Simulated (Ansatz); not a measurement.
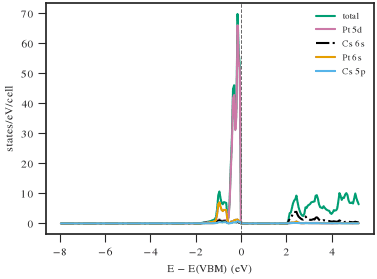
Figure. Total and projected density of states of Cs₂Pt in space group P6_3/mmc (No. 194; Cs on 2d, Cs on 2a, Pt on 2c), the program Ansatz at the r²SCAN level (PAW)

Problem. Which orbitals carry the states next to the gap?

Solution. Top 1 eV of the valence band: Pt 5d 83 %, Pt 6s 11 %. Bottom 1 eV of the conduction band: Cs 6s 43 %, outside the projected shells 46 %. Projections are on Löwdin-orthogonalised atomic valence shells; empty p or d shells of many metals are not among them.

The first step of the workflow began from a Materials Project structure, measured or hypothetical; the Crystallography Open Database copy checked does not list it. Whether it is the stable phase at ambient conditions was not checked. Symmetry was held in the r²SCAN relaxation; whether a distortion lowers the energy is not shown. The run is not spin-polarised. Spin–orbit coupling is left out wherever it is not named.

Potentials: the later of the program's two PAW sets.
